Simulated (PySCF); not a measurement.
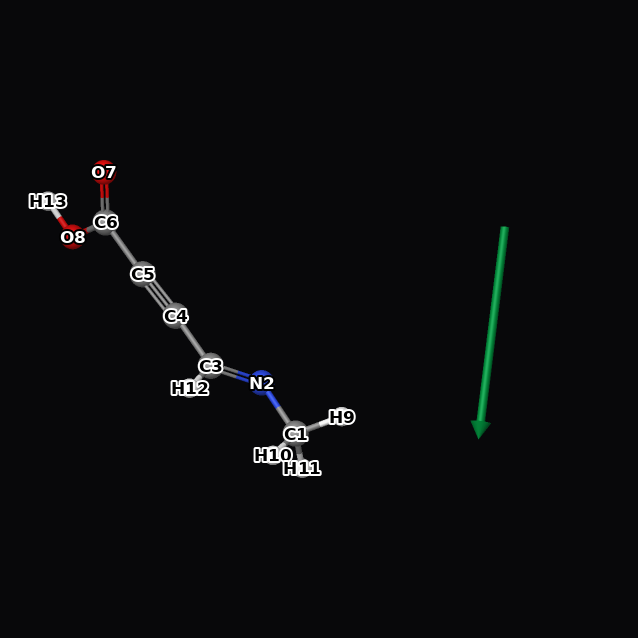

The arrow beside the molecule shows the direction of the dipole moment, from the negative to the positive end (its length means nothing). The geometry was computed by an optimisation with GFN2-xTB. No frequency run is at hand to confirm it as a minimum. Properties computed with B3LYP/pcJ-1, gas phase (PySCF 2.14.0).

Question: How large is the dipole moment?

Answer: 2.43 D; it points from the side of O7 to the side of H10, H11 (the outermost atoms at the two ends).
